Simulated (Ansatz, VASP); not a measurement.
# AsPb: VASP beside Ansatz, part 2 of 2

Wanted: the spread between two codes on one cell, functional and k mesh. The cell is invented: As first built, before any earlier steps moved the atoms (in the runner's words): it takes the GeAs structure with some of its atoms replaced by other elements, volume scaled by an estimate. It may not be a known or stable phase. The cell is taken from a series of VASP runs on this material, whose earlier steps may have relaxed, scaled or displaced it; both programs get it as it stands. Valence electrons are named where the data sets of a main pair hold unlike numbers.

VASP 6.6.1 and Ansatz 0.2.0.

So far: Set-up; Ansatz: band structure, PBE; VASP: band structure, PBE; Side by side.

### 5. VASP: band structure, PBEsol

Level of this step: PBEsol; plane waves and PAW (Pb_d, As); invented cell (VASP).

A single point gives forces, pressure and levels at one fixed geometry, so differences don't come from the geometry; what else differs is listed under the comparison.

The input, INCAR:

```
SYSTEM = AsPb
PREC = Accurate
ENCUT = 400
EDIFF = 1E-06
NELM = 100
ISMEAR = 0
SIGMA = 0.02
LREAL = .FALSE.
ALGO = Normal
GGA = PS
LORBIT = 11
LWAVE = .FALSE.
LCHARG = .FALSE.
KPAR = 4
```

The input, POSCAR:

```
AsPb
1.0
   -2.0657309460      2.0657309460      3.3498724957
    2.0657309460     -2.0657309460      3.3498724957
    2.0657309460      2.0657309460     -3.3498724957
Pb As
1 1
Direct
    0.0052393533      0.0052393533      0.0000000000
    0.5807606467      0.5807606467      0.0000000000
```

The input, KPOINTS:

```
Automatic mesh
0
Gamma
5 5 5
0 0 0
```

The input, KPOINTS_OPT:

```
Line mode
16
Line-mode
Reciprocal
  0.00000000   0.00000000   0.00000000 GAMMA
  0.00000000   0.00000000   0.50000000 X

  0.00000000   0.00000000   0.50000000 X
 -0.19013452   0.19013452   0.50000000 Y

 -0.19013452   0.19013452   0.50000000 Y
 -0.34506726   0.34506726   0.34506726 S

 -0.34506726   0.34506726   0.34506726 S
  0.00000000   0.00000000   0.00000000 GAMMA

  0.00000000   0.00000000   0.00000000 GAMMA
  0.50000000   0.50000000  -0.50000000 Z

  0.50000000   0.50000000  -0.50000000 Z
  0.34506726   0.65493274  -0.34506726 S1

  0.34506726   0.65493274  -0.34506726 S1
  0.00000000   0.50000000   0.00000000 N

  0.00000000   0.50000000   0.00000000 N
  0.25000000   0.25000000   0.25000000 P

  0.25000000   0.25000000   0.25000000 P
  0.50000000   0.50000000  -0.19013452 Y1

  0.50000000   0.50000000  -0.19013452 Y1
  0.50000000   0.50000000  -0.50000000 Z

  0.00000000   0.00000000   0.50000000 X
  0.25000000   0.25000000   0.25000000 P
```

Potentials, in the order of the species: Pb_d and As (PBE family, release 64).

Started as:

```
> mpirun -np 4 vasp_std
```

Numbers of over 12 decimals in the logs are rounded to 6 here.

The log of the run:

```text
[banner, memory and clock lines left out]
running    4 mpi-ranks, on    1 nodes
[...]
|                                                                             |
|               ----> ADVICE to this user running VASP <----                  |
|                                                                             |
|     You enforced a specific xc type in the INCAR file but a different       |
|     [... a line on the potential file left out ...]
|     I HOPE YOU KNOW WHAT YOU ARE DOING!                                     |
|                                                                             |

 LDA part: xc-table for (Slater+PW92), standard interpolation
 POSCAR, INCAR and KPOINTS ok, starting setup
[...]
entering main loop
       N       E                     dE             d eps       ncg     rms          rms(c)
DAV:   1     0.129580286535E+03    0.12958E+03   -0.75567E+03   468   0.117E+03
DAV:   2    -0.334252372927E+00   -0.12991E+03   -0.12630E+03   483   0.321E+02
[...]
DAV:  11    -0.885783269068E+01    0.29488E-05   -0.21938E-05   655   0.580E-02    0.383E-03
DAV:  12    -0.885783250824E+01    0.18245E-06   -0.15606E-06   364   0.914E-03
   1 F= -.88578325E+01 E0= -.88574989E+01  d E =-.667233E-03
 Start KPOINTS_OPT (optional k-point list driver)
k-point batch [1-18\176]
       N       E                     dE             ncg
DAV:   1     0.355605249429E+03   -0.55194E+04      468
DAV:   2    -0.202293998534E+04   -0.23785E+04      483
DAV:   3    -0.217802553267E+04   -0.15509E+03      628
DAV:   4    -0.218132439321E+04   -0.32989E+01      526
DAV:   5    -0.218144333883E+04   -0.11895E+00      640
DAV:   6    -0.218144984985E+04   -0.65110E-02      655
DAV:   7    -0.218144988729E+04   -0.37447E-04      640
DAV:   8    -0.218144988779E+04   -0.49122E-06      389
[...]
k-point batch [163-176\176]
       N       E                     dE             ncg
DAV:   1     0.213652970958E+04   -0.81227E+04      372
DAV:   2     0.431289264934E+03   -0.17052E+04      384
DAV:   3     0.325391131761E+03   -0.10590E+03      449
DAV:   4     0.323091161216E+03   -0.23000E+01      437
DAV:   5     0.323003471203E+03   -0.87690E-01      460
DAV:   6     0.322997176850E+03   -0.62944E-02      507
DAV:   7     0.322997115463E+03   -0.61387E-04      483
DAV:   8     0.322997114903E+03   -0.56003E-06      272
```

From OUTCAR (step 5):

```text
  Total       -0.9666159     -0.9666159     -1.1427626      0.0000000      0.0000000      0.0000000
  in kB      -27.0849935    -27.0849935    -32.0207003      0.0000000      0.0000000      0.0000000
  external PRESSURE =     -28.7302291 kB  Pullay stress =       0.0000000 kB

 POSITION                                       TOTAL-FORCE (eV/Angst)
 -----------------------------------------------------------------------------------
      0.00000      0.00000      0.03510        -0.000000     -0.000000      0.051311
      0.00000      0.00000      3.89095         0.000000      0.000000     -0.051311
 -----------------------------------------------------------------------------------
    total drift:                               -0.000001     -0.000001      0.000270

  FREE ENERGIE OF THE ION-ELECTRON SYSTEM (eV)
  ---------------------------------------------------
  free  energy   TOTEN  =        -8.8578325082 eV

  energy  without entropy=       -8.8571652757  energy(sigma->0) =       -8.85749889

[... 2 parts as in an earlier step ...]

[... 1 further part left out ...]
[key lines of the parts left out:]
E-fermi :   4.6354
```

The PAW data sets were made with PBE, which is usual practice but a small mismatch for other functionals. At this level the cell is under a tension of 2.9 GPa, so at these settings it is away from equilibrium.

### 6. Ansatz: band structure, PBEsol

The same cell, functional, mesh and smearing now go to Ansatz, which takes its cutoff from its data sets.

The cell is taken from a series of VASP runs on this material, whose earlier steps may have relaxed, scaled or displaced it; both programs get it as it stands.

The input, input.yaml:

```yaml
crystal:
  lattice:
    - [-2.065730946, 2.065730946, 3.3498724957]
    - [2.065730946, -2.065730946, 3.3498724957]
    - [2.065730946, 2.065730946, -3.3498724957]
  atoms:
    - { symbol: Pb, position: [0.0052393533, 0.0052393533, 0.0] }
    - { symbol: As, position: [0.5807606467, 0.5807606467, 0.0] }
hamiltonian:
  xc: pbesol
  pseudopotentials: { kind: paw }
kpoints:
  mp_grid: { grid: [5, 5, 5] }
  band_path:
    path:
      - [0.0, 0.0, 0.0]
      - [0.0, 0.0, 0.2]
      - [0.0, 0.0, 0.4]
      - [-0.02535, 0.02535, 0.5]
      - [-0.10141, 0.10141, 0.5]
      - [-0.17746, 0.17746, 0.5]
      - [-0.23145, 0.23145, 0.45868]
      - [-0.29342, 0.29342, 0.39671]
      - [-0.34507, 0.34507, 0.34507]
      - [-0.20704, 0.20704, 0.20704]
      - [-0.06901, 0.06901, 0.06901]
      - [0.06667, 0.06667, -0.06667]
      - [0.26667, 0.26667, -0.26667]
      - [0.46667, 0.46667, -0.46667]
      - [0.45868, 0.54132, -0.45868]
      - [0.39671, 0.60329, -0.39671]
      - [0.34507, 0.65493, -0.34507]
      - [0.20704, 0.59296, -0.20704]
      - [0.06901, 0.53099, -0.06901]
      - [0.03333, 0.46667, 0.03333]
      - [0.13333, 0.36667, 0.13333]
      - [0.23333, 0.26667, 0.23333]
      - [0.31667, 0.31667, 0.13263]
      - [0.41667, 0.41667, -0.04342]
      - [0.5, 0.5, -0.19013]
      - [0.5, 0.5, -0.31408]
      - [0.5, 0.5, -0.43803]
      - [0.03333, 0.03333, 0.46667]
      - [0.13333, 0.13333, 0.36667]
      - [0.25, 0.25, 0.25]
    npoints: 1
scf:
  occupations: { method: gaussian, width: 0.02 }
  n_extra_bands: 7
output:
  forces: true
  stress: true
  eigenvalues: true
  write_density: true
  write_potential: true
  elf: true
  volumetric_format: npy
```

Started as:

```
> ansatz run input.yaml --threads 2 --pin off --max-ram 4608MiB --backend cpu --events-out ev --progress --plain --runs-dir out
```

The log of the run:

```text
[...]
Crystal: 2 atoms, lattice volume = 57.179 Å³
Basis set: ecut = 420 eV, 1111 PW (Γ), exchange–correlation on 60×60×60 points (8 copies of the dense FFT grid, shifted against one another)
Bands: 22, of which v1, the nominal top of the filled ones, is band 15 counted from 1 (14 counted from 0)
Symmetry: 8 space group operations
[...]
k-points: 18 of 125 (time reversal used)
[...]
k-point 0: bands = [... 11 lower, 4.1290, 7.8043, 7.8043, 8.4111, 12.1658, 13.6409, 13.6409, 14.8555, ... 3 higher]
  k-point 1: bands = [... 11 lower, 2.6578, 6.9163, 7.4970, 9.5256, 11.4439, 12.6060, 12.7281, 15.6258, ... 3 higher]
  k-point 2: bands = [... 11 lower, 1.6620, 4.9585, 5.8296, 7.1194, 11.6257, 13.6665, 15.7814, 17.1678, ... 3 higher]
  k-point 17: bands = [... 11 lower, 0.9840, 4.8571, 6.9386, 7.7255, 13.4280, 14.3515, 14.8336, 15.2898, ... 3 higher]
[key lines of the parts left out:]
SCF converged after 6 iterations
Free energy (F): -16567.713843 eV
Fermi energy:    8.575537 eV
P = ⅓ Tr σ = -2.8819 GPa (-28.819 kbar)
```

It took 4.4 s on 2 threads of Arm Neoverse N1, shared host; peak memory 0.33 GiB.

### 7. Side by side

What differs besides the data sets and the points named for the pairs above, as far as they apply: the data sets hold 29 valence electrons in Ansatz (on its default PAW (the set named soft_2) files) and 19 in VASP; Ansatz makes its cores anew for this functional, VASP keeps those of its PBE data sets. Total energies have different zeros and are not compared.

Compared:

```csv
quantity,Ansatz,VASP,difference
pressure (GPa),-2.88,-2.87,-0.01
```

Forces (eV/Å; atoms numbered as in POSCAR):

```csv
atom,"Ansatz x, y, z","VASP x, y, z"
Pb1,"0.000, 0.000, 0.046","0.000, 0.000, 0.051"
As2,"0.000, 0.000, -0.046","0.000, 0.000, -0.051"
```

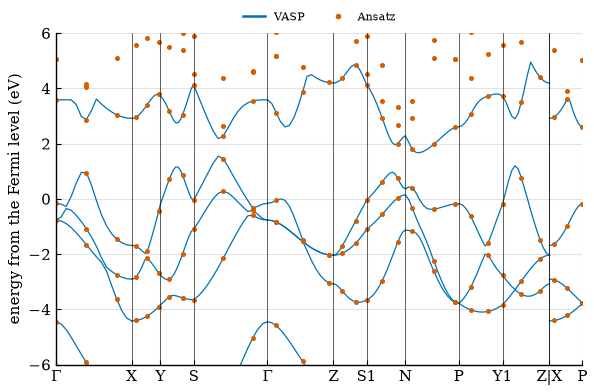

Bands from VASP (lines) and levels from Ansatz (dots). Dots without a line are higher empty bands that the VASP plot leaves out.

The forces differ by 2.9 meV/Å r.m.s., which is 9.8 % of the r.m.s. force of 0.030 eV/Å (both taken over all components). Levels from 3 eV below to 2 eV above the Fermi level differ by 3 meV r.m.s. and 6 meV at most; each VASP level is matched to the nearest of Ansatz, which flatters the figure a little. Ansatz's pressure holds a Pulay correction of 0.02 GPa; VASP's holds none.

### 8. VASP: band structure, r2SCAN, spin-orbit coupling

A single point gives forces, pressure and levels at one fixed geometry, so differences don't come from the geometry; what else differs is listed under the comparison.

Changes to INCAR since step 5:

```diff
@@ -9,3 +9,9 @@
 ALGO = Normal
-GGA = PS
+METAGGA = R2SCAN
+LASPH = .TRUE.
+LNONCOLLINEAR = .TRUE.
+MAGMOM = 0 0 0 0 0 0
+NBANDS = 30
+GGA_COMPAT = .FALSE.
+LSORBIT = .TRUE.
 LORBIT = 11
```

POSCAR is that of step 5.

The input, KPOINTS:

```
Automatic mesh
0
Gamma
6 6 6
0 0 0
```

KPOINTS_OPT is that of step 5.

Started as:

```
> mpirun -np 4 vasp_ncl
```

The log of the run:

```text
[banner, memory and clock lines left out]
running    4 mpi-ranks, on    1 nodes
[...]
[... a notice as in an earlier step ...]

 LDA part: xc-table for (None), standard interpolation
 POSCAR, INCAR and KPOINTS ok, starting setup
[...]
entering main loop
       N       E                     dE             d eps       ncg     rms          rms(c)
DAV:   1     0.112001023461E+03    0.11200E+03   -0.75673E+03  2880   0.110E+03
DAV:   2    -0.601697019712E+02   -0.17217E+03   -0.16563E+03  3002   0.335E+02
DAV:   3    -0.751383489939E+02   -0.14969E+02   -0.14710E+02  3766   0.122E+02
DAV:   4    -0.756749343544E+02   -0.53659E+00   -0.53559E+00  3458   0.257E+01
[...]
DAV:  11    -0.713958420584E+02    0.15106E-04   -0.29933E-04  3786   0.244E-01    0.197E-02
DAV:  12    -0.713958373823E+02    0.46761E-05   -0.28174E-05  3774   0.790E-02    0.797E-03
DAV:  13    -0.713958372958E+02    0.86504E-07   -0.18233E-06  2898   0.150E-02
   1 F= -.71395837E+02 E0= -.71395837E+02  d E =-.396534E-06  mag=     0.0000    -0.0000    -0.0000
 Start KPOINTS_OPT (optional k-point list driver)
k-point batch [1-48\176]
       N       E                     dE             ncg
DAV:   1     0.279420661962E+04   -0.19086E+05     2880
DAV:   2    -0.548264845590E+04   -0.82769E+04     2988
DAV:   3    -0.622502221050E+04   -0.74237E+03     3840
DAV:   4    -0.625027464469E+04   -0.25252E+02     3614
DAV:   5    -0.625149318487E+04   -0.12185E+01     4210
DAV:   6    -0.625150684256E+04   -0.13658E-01     3752
DAV:   7    -0.625150727973E+04   -0.43717E-03     4160
DAV:   8    -0.625150728470E+04   -0.49645E-05     3416
DAV:   9    -0.625150728498E+04   -0.28027E-06     2142
[...]
k-point batch [145-176\176]
       N       E                     dE             ncg
DAV:   1     0.106895727897E+05   -0.15728E+05     1920
DAV:   2     0.518401835281E+04   -0.55056E+04     1950
DAV:   3     0.470280208400E+04   -0.48122E+03     2506
DAV:   4     0.468660796820E+04   -0.16194E+02     2292
DAV:   5     0.468575643945E+04   -0.85153E+00     2846
DAV:   6     0.468574681794E+04   -0.96215E-02     2474
DAV:   7     0.468574648308E+04   -0.33486E-03     2852
DAV:   8     0.468574647982E+04   -0.32592E-05     2170
DAV:   9     0.468574647963E+04   -0.18693E-06     1414
```

Parts of OUTCAR (step 8):

```text
  Total       -0.7513806     -0.7513806     -0.2538860      0.0000000      0.0000000      0.0000000
  in kB      -21.0540089    -21.0540089     -7.1139942      0.0000000      0.0000000      0.0000000
  external PRESSURE =     -16.4073373 kB  Pullay stress =       0.0000000 kB

 POSITION                                       TOTAL-FORCE (eV/Angst)
 -----------------------------------------------------------------------------------
      0.00000      0.00000      0.03510         0.000000      0.000000     -0.078069
      0.00000      0.00000      3.89095        -0.000000     -0.000000      0.078069
 -----------------------------------------------------------------------------------
    total drift:                               -0.000000     -0.000000     -0.000549

  FREE ENERGIE OF THE ION-ELECTRON SYSTEM (eV)
  ---------------------------------------------------
  free  energy   TOTEN  =       -71.3958372958 eV

  energy  without entropy=      -71.3958368993  energy(sigma->0) =      -71.39583710

 magnetization (x)
# of ion       s       p       d       tot
------------------------------------------
    1        0.000   0.000  -0.000  -0.000
    2        0.000   0.000  -0.000  -0.000
--------------------------------------------------
tot          0.000   0.000  -0.000  -0.000

 magnetization (y)
# of ion       s       p       d       tot
------------------------------------------
    1       -0.000   0.000   0.000  -0.000
    2        0.000   0.000   0.000   0.000
--------------------------------------------------
tot         -0.000   0.000   0.000   0.000

 magnetization (z)
# of ion       s       p       d       tot
------------------------------------------
    1        0.000   0.000   0.000   0.000
    2        0.000   0.000   0.000   0.000
--------------------------------------------------
tot          0.000   0.000   0.000   0.000

[... 1 part as in an earlier step ...]

[... 2 further parts left out ...]
[key lines of the parts left out:]
E-fermi :   4.7333
```

The run ends at a pressure of -1.64 GPa, with forces up to 0.078 eV/Å.

### 9. Ansatz: band structure, r2SCAN, spin-orbit coupling

The same cell, functional, mesh and smearing now go to Ansatz, which takes its cutoff from its data sets.

The cell is taken from a series of VASP runs on this material, whose earlier steps may have relaxed, scaled or displaced it; both programs get it as it stands.

Changes to input.yaml since step 6:

```diff
@@ -9,6 +9,9 @@
 hamiltonian:
-  xc: pbesol
-  pseudopotentials: { kind: paw }
+  xc: r2scan
+  pseudopotentials: { kind: paw_fr }
+magnetization:
+  noncollinear: true
+  spin_orbit: true
 kpoints:
-  mp_grid: { grid: [5, 5, 5] }
+  mp_grid: { grid: [6, 6, 6] }
   band_path:
@@ -48,3 +51,3 @@
   occupations: { method: gaussian, width: 0.02 }
-  n_extra_bands: 7
+  n_extra_bands: 14
 output:
@@ -53,5 +56 @@
   eigenvalues: true
-  write_density: true
-  write_potential: true
-  elf: true
-  volumetric_format: npy
```

Started as:

```
> ansatz run input.yaml --threads 2 --pin off --max-ram 4608MiB --backend cpu --events-out ev --progress --plain --runs-dir out
```

The log of the run:

```text
[...]
non-collinear run that drives no moment, with spin-orbit: no starting moment large enough to seed its density (crystal.atoms[].spin), no starting occupations that ask for one, no magnetisation constraint and no magnetic field, so the semilocal B_xc is pinned to zero
Crystal: 2 atoms, lattice volume = 57.179 Å³
[...]
k-point 1: bands = [... 25 lower, 6.8812, 7.6249, 7.7305, 9.5280, 9.6145, 11.1488, 11.4108, 12.8670, ... 10 higher]
  k-point 2: bands = [... 25 lower, 5.8490, 5.9844, 6.1193, 7.4387, 7.6278, 12.0528, 12.1507, 13.0062, ... 10 higher]
  k-point 29: bands = [... 25 lower, 5.3788, 6.1123, 6.1123, 6.6328, 6.6328, 13.3007, 13.3007, 15.1323, ... 10 higher]
[key lines of the parts left out:]
SCF converged after 7 iterations
Magnetization: |M| = 0.0000 μB,  M = (+0.0000, +0.0000, +0.0000) μB
Free energy (F): -16748.922117 eV
Fermi energy:    8.655678 eV
P = ⅓ Tr σ = -1.7484 GPa (-17.484 kbar)
```

Elapsed: 62 s, on 2 threads; peak memory 0.79 GiB; 1.9 min of CPU time.

### 10. Side by side

What differs besides the data sets and the points named for the pairs above, as far as they apply: spin-orbit coupling enters by fully relativistic files in Ansatz and inside the spheres in VASP; VASP keeps PBE cores, Ansatz makes them for the functional; the data sets hold 29 valence electrons in Ansatz (on its fully relativistic PAW (standard-fr) files) and 19 in VASP; the cutoff is 500 eV in Ansatz and 400 eV in VASP. Total energies have different zeros and are not compared.

Both answers:

```csv
quantity,Ansatz,VASP,difference
pressure (GPa),-1.75,-1.64,-0.11
```

Forces (eV/Å; atoms numbered as in POSCAR):

```csv
atom,"Ansatz x, y, z","VASP x, y, z"
Pb1,"0.000, 0.000, -0.095","0.000, 0.000, -0.078"
As2,"0.000, 0.000, 0.095","0.000, 0.000, 0.078"
```

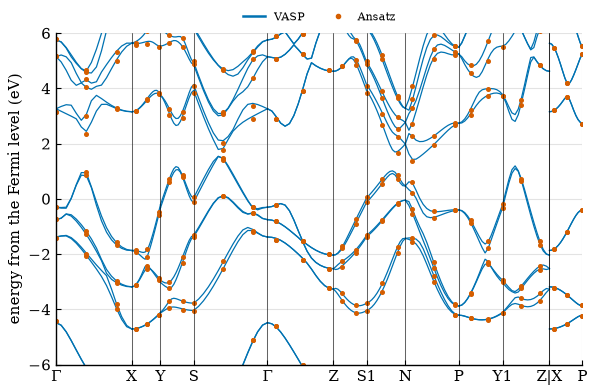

Bands from VASP (lines) and levels from Ansatz (dots). Dots without a line are higher empty bands that the VASP plot leaves out.

The forces differ by 9.7 meV/Å r.m.s., which is 21.6 % of the r.m.s. force of 0.045 eV/Å (both taken over all components). Levels from 3 eV below to 2 eV above the Fermi level differ by 20 meV r.m.s. and 62 meV at most; each VASP level is matched to the nearest of Ansatz, which flatters the figure a little.

### 11. What came out

* r.m.s. difference of levels near the Fermi level (band structure, PBE): 2.0 meV
* r.m.s. difference of levels near the Fermi level (band structure, PBEsol): 2.6 meV
* r.m.s. difference of levels near the Fermi level (band structure, r2SCAN, spin-orbit coupling): 20 meV
* r.m.s. force difference (band structure, r2SCAN, spin-orbit coupling): 9.7 meV/Å

The r.m.s. force difference is 9.7 meV/Å (band structure, r2SCAN, spin-orbit coupling), within the 12 meV/Å picked in this series as the mark of a large difference. The data sets hold unlike numbers of valence electrons (29 in Ansatz and 19 in VASP), so part of the differences comes from the potentials. 2 further runs of this series are not shown here. Such differences can come from data sets, numerical settings and the points named under the comparisons, not from the functional's error against experiment.

[Lines on the potential files, build, host, timing and source positions are cut from VASP's logs without a mark.]

[Logs are printed without paths, hosts, clocks, repeated set-up lines and the standing remarks that a program may print on its own settings, such as how far it seeks lower states.]

[Hosts, paths, dates, database ids (printed as entryN), source tags and the programs' standing remarks are cut or masked in the printed files.]
